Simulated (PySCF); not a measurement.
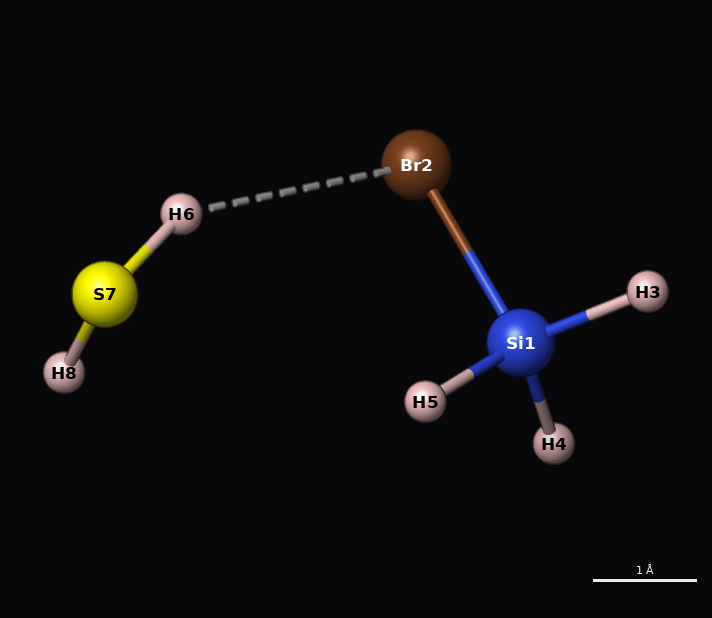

Broken lines mark hydrogen bonds. The geometry was computed by an optimisation with PBE0-D4/def2-TZVP. No frequency run is at hand to confirm it as a minimum.

Tabulate the hydrogen bonds (donors O, N, F, S, Cl) with their geometry.

| D–H···A | D–H (Å) | H···A (Å) | angle (°) | kind |
| --- | --- | --- | --- | --- |
| S7–H6···Br2 | 1.34 | 2.94 | 152 | intermolecular |
